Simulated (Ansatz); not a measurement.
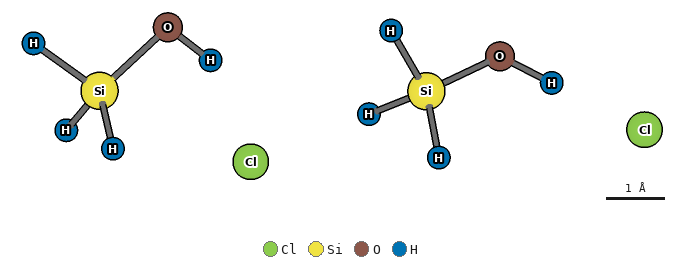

Two geometries of SiH₄OCl (charge −1), drawn at one scale. One is the start of a relaxation, the other its converged end. Style: ball-and-stick. Shown at a tilt.

The calculation used RKS PBE0/def2-SVP (Ansatz 0.2.0). (no spin polarisation; force threshold 0.02 eV/Å; at most 40 steps)

Q: Which geometry has the lower energy?

A: The left one is the relaxed one. The run prepares the start of a later molecular dynamics calculation, from a guessed geometry. The Cl atom moves most after the best rigid fit: 1.15 Å. By element the largest moves are Cl 1.15 Å, H 0.73 Å, O 0.68 Å, Si 0.23 Å. Near-neighbour distances that change, for instance: Cl–Si 3.953 → 3.131 Å, Cl–H 1.819 → 1.974 Å, O–Si 1.584 → 1.654 Å, H–Si 1.477 → 1.519 Å. Among the angles between lasting bonds that change: Si–O–H 124.3° → 102.0°, O–Si–H 111.0° → 117.3°, H–Si–H 107.5° → 103.6°. Groups turn about O–Si by about 45°. The energy falls by 21.6 kJ/mol in 12 geometry steps. The largest force component goes from 1 to 0.019 eV/Å.

Limits of the set-up: the basis has no diffuse functions, which an anion needs.
